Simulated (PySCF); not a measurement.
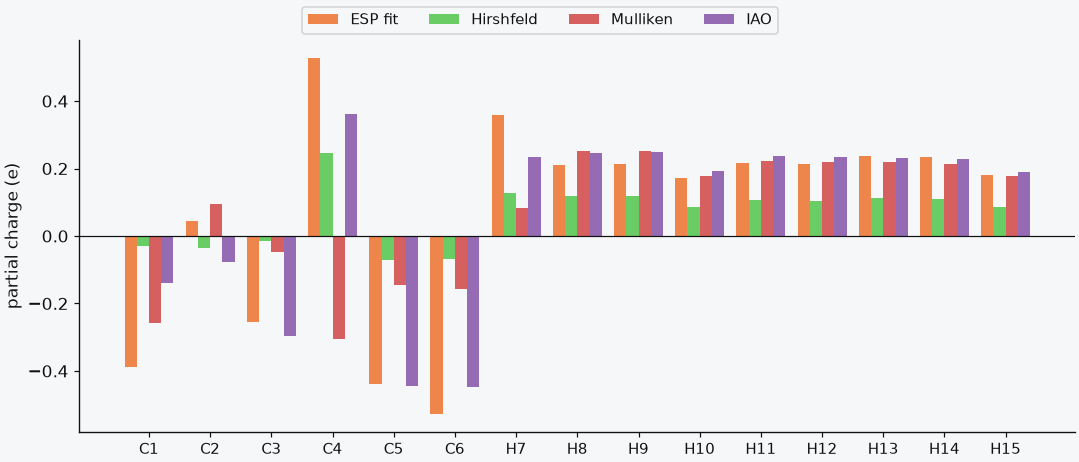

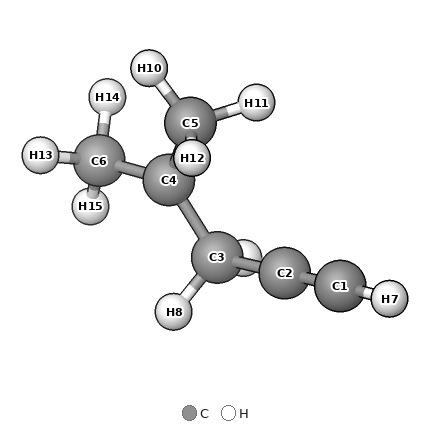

Atomic charges of C₆H₉⁺, SMILES C#CC[C+](C)C by 4 schemes, PBE0/pcSseg-1, PySCF 2.14.0, at a GFN2-xTB geometry (no frequency check).

Which atom is the most negative in each scheme?

Answer. ESP fit: C6 (−0.53 e); Hirshfeld: C5 (−0.07 e) and C6 (−0.07 e); Mulliken: C4 (−0.31 e); IAO: C6 (−0.45 e) and C5 (−0.44 e).

On which atom do the schemes disagree most?

Answer. On C4: ESP fit 0.53, Hirshfeld 0.25, Mulliken −0.31, IAO 0.36 e.

Note: the tight-binding geometry is rougher than a DFT one and adds to the error; one conformer of a flexible molecule.
